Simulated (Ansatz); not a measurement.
# F₃H₃O₂W: what the fields show

Input

```
crystal:
  periodic: [false, false, false]
  atoms:
    - { symbol: W, position_ang: [-0.546104, -0.223901, -0.267231] }
    - { symbol: H, position_ang: [1.857256, 0.82093, 1.031547] }
    - { symbol: O, position_ang: [2.333115, -0.037435, 0.965745] }
    - { symbol: H, position_ang: [2.37319, -0.337456, 1.8819] }
    - { symbol: F, position_ang: [-0.07139, 1.44031, 0.423416] }
    - { symbol: F, position_ang: [-2.261575, 0.022061, 0.360791] }
    - { symbol: O, position_ang: [-0.615025, -2.045339, -0.282674] }
    - { symbol: H, position_ang: [-0.349693, -2.887193, 0.098153] }
    - { symbol: F, position_ang: [0.769026, -0.070977, -1.550648] }
basis:
  gaussian: { orbitals: def2-SVP }
hamiltonian:
  xc: pbe0
  dispersion: d4
relax:
  f_tol: 0.03
  max_steps: 50
output:
  orbitals: {}
```

Launched as:

```sh
ansatz run input.yaml --threads 4 --pin off --max-ram 5120MiB --backend cpu --events-out ev --progress --plain --runs-dir out
```

The fields are those of the run's last geometry, not of the input's.

Core potentials replace the inner electrons of W.

Theory: Ansatz, RKS PBE0-D4/def2-SVP.

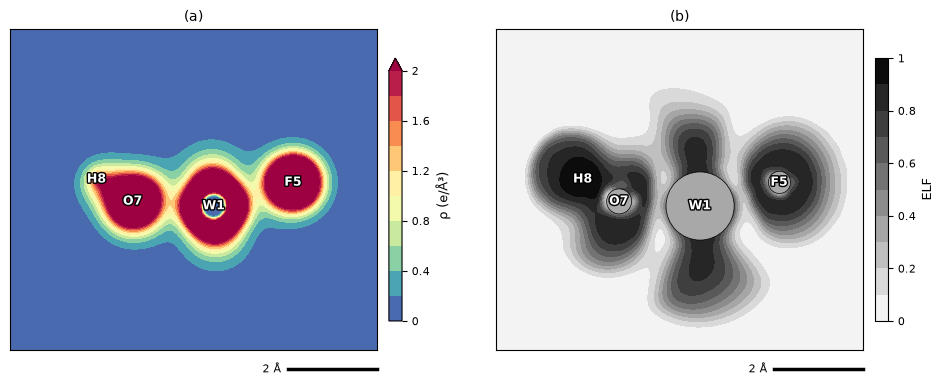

Figure 1. (a) electron density; (b) electron localisation function on the plane of atoms F5, W1 and O7. Grey discs cover the atomic cores in the ELF map.

Question: Interpret the plot.

Answer:
- Atoms in the plane: W, F, O and H.
- W–O (1.83 Å): ρ at the midpoint is about 1.3 e/Å³; the ELF peaks at about 0.80 in the valence shell of O, 0.5 Å from its nucleus, and drops to about 0.30 between the two atoms.
- W–F (1.87 Å): the density is about 1.1 e/Å³ at the midpoint; the ELF peaks at about 0.85 in the valence shell of F, 0.5 Å from its nucleus, and drops to about 0.25 between the two atoms.
- O–H (0.96 Å): the density is about 3.7 e/Å³ at the midpoint; the ELF climbs to about 1 towards the hydrogen, as it does in any bond to H; a covalent bond by its length.

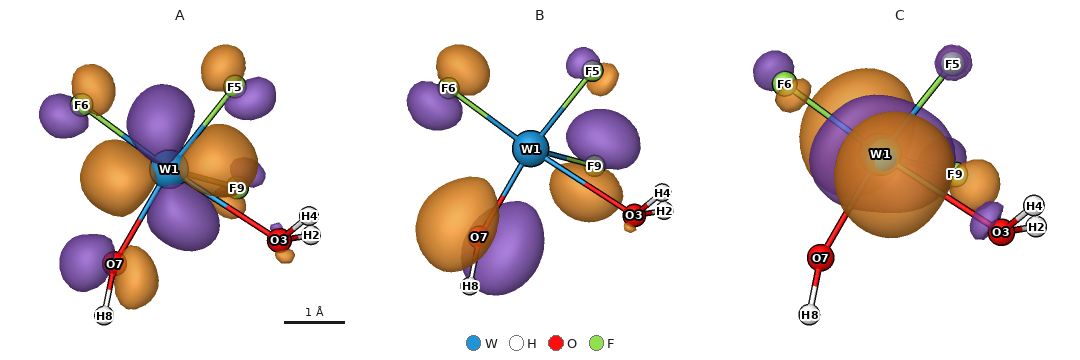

Figure 2. Three frontier orbitals at ±0.15 Å⁻³ᐟ² (orange and purple are the two phases), in no order.

Question: Which picture is the HOMO−1, the HOMO and the LUMO?

Answer: B is the HOMO−1 (−10.47 eV). It lies mainly on O7 (about 50 %), F9 (about 30 %) and F6 (about 10 %); largely a combination of lone pairs on O7, F9 and F6. C is the HOMO (−5.26 eV). It lies mainly on W1 (about 80 %) and F9 (about 5 %). A is the LUMO (−1.87 eV). It lies mainly on W1 (about 70 %), O7 (about 10 %), F6 (about 5 %) and F5 (about 5 %).

Question: What is the HOMO–LUMO gap?

Answer: 3.39 eV between the orbital energies.

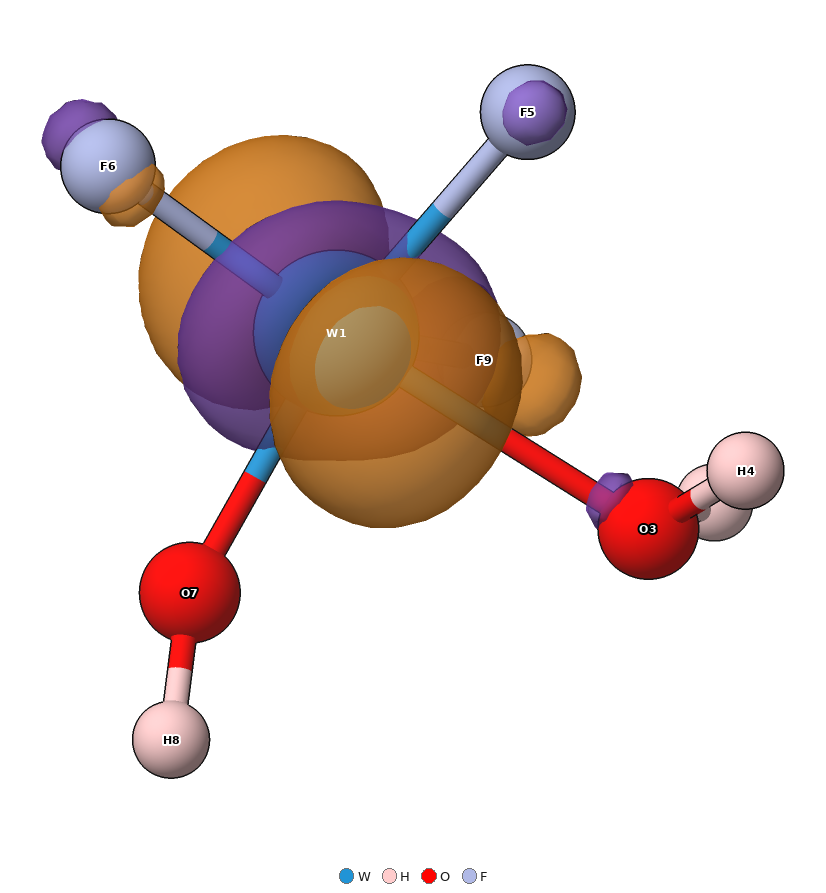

Figure 3. The HOMO at ±0.2 Å⁻³ᐟ² (orange and purple are the two phases), seen across its widest extent.

Question: Where does this orbital lie, and at what energy?

Answer: Its weight (Hirshfeld) is mainly on W1 (about 80 %) and F9 (about 5 %). Its energy is −5.26 eV.
